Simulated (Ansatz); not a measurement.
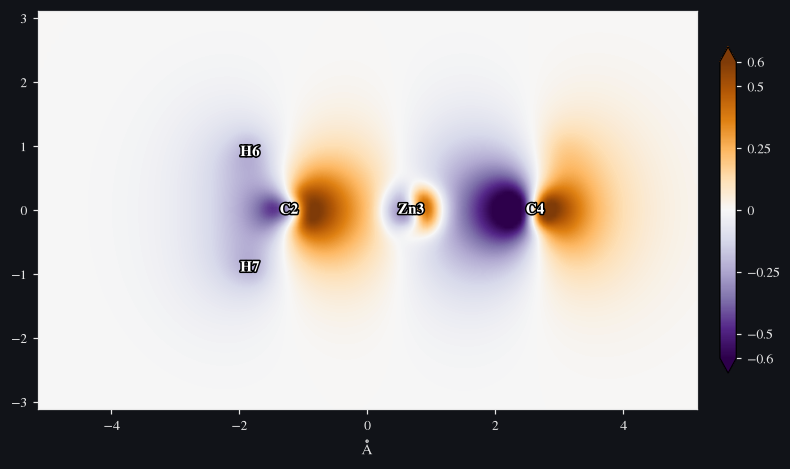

H2···C2H5Zn (doublet). The HOMO (β) on the plane of atoms H6, C2 and H7 (values in Å⁻³ᐟ²; the overall sign is arbitrary).

The product side of a reaction path; geometry: PBE0-D4/def2-TZVP.

The calculation used Ansatz, UKS PBE0-D4/def2-TZVPP.

```xyz
10

H     2.8274   -0.3126   -0.4021
C     0.4698    0.7094   -1.5911
Zn   -0.6412    0.1815   -0.1290
C    -1.7654   -0.3547    1.3535
H     3.4447   -0.5864   -0.0796
H     0.6785    0.0803   -2.4551
H     0.9648    1.6768   -1.6611
H    -1.9247   -1.4362    1.3529
H    -2.7449    0.1277    1.3018
H    -1.3091   -0.0858    2.3097
```

Describe this orbital and give its energy.

Answer. It lies mainly on C4 (about 40 %), C2 (about 25 %) and Zn3 (about 20 %). Its energy is −7.52 eV.
